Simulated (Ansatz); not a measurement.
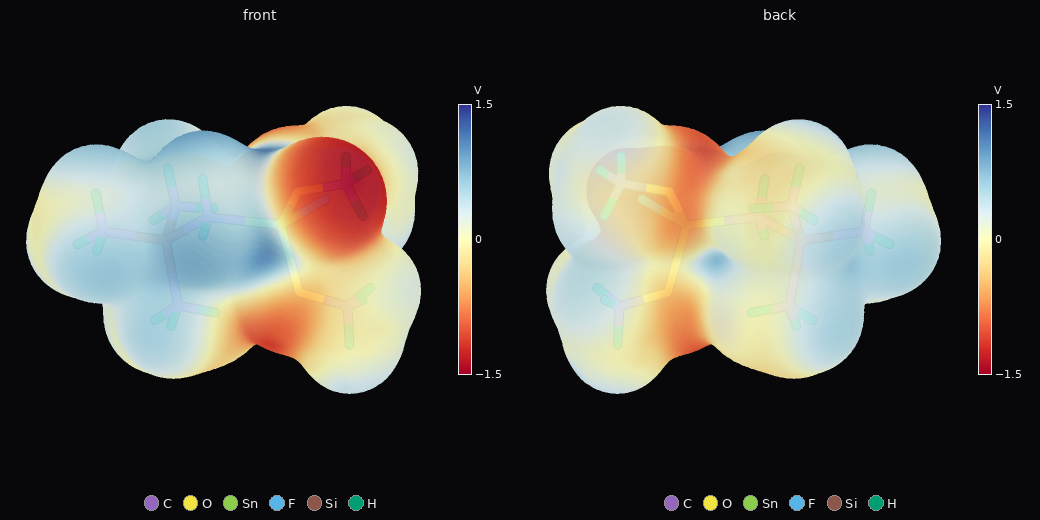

Figure 1: C₆H₁₇FO₂SiSn. The molecular electrostatic potential painted on the density surface at 0.001 e/bohr³, seen from the front and from behind; red is negative and blue positive.

Geometry: PBE0-D4/def2-TZVP; core potentials replace the inner electrons of Sn.

Level of theory: RKS PBE0-D4/def2-TZVPP in Ansatz 0.2.0.

```xyz
28

C    -0.6331   -1.3605   -3.3355
O    -0.8599   -0.9476   -2.0067
Sn    0.3848   -1.3804   -0.5700
F     0.8044   -3.2332   -0.8964
C    -0.4215   -0.9626    1.3232
Si   -0.7410    0.8777    1.6233
C    -1.9431    1.4919    0.3302
C     0.8863    1.7905    1.5162
C    -1.4792    1.0582    3.3347
O     2.0952   -0.4895   -0.8597
C     2.9507   -0.8490   -1.9214
H    -1.5630   -1.2266   -3.8952
H    -0.3448   -2.4156   -3.4034
H     0.1436   -0.7573   -3.8217
H    -1.3465   -1.5415    1.3919
H     0.2856   -1.3670    2.0525
H    -2.1235    2.5634    0.4518
H    -2.9055    0.9799    0.4151
H    -1.5737    1.3232   -0.6852
H     1.3824    1.6255    0.5558
H     1.5731    1.4598    2.3002
H     0.7325    2.8659    1.6403
H    -1.6824    2.1093    3.5580
H    -2.4216    0.5111    3.4207
H    -0.7989    0.6802    4.1023
H     3.0688   -1.9343   -2.0156
H     3.9356   -0.4163   -1.7241
H     2.5946   -0.4552   -2.8813
```

**Which sites attract a positive test charge, and which a negative one?**

A positive charge is drawn to the negative regions and a negative charge to the positive ones. The most negative region (about −1.4 V) lies over F4, the most positive (about +1.0 V) over Sn3.
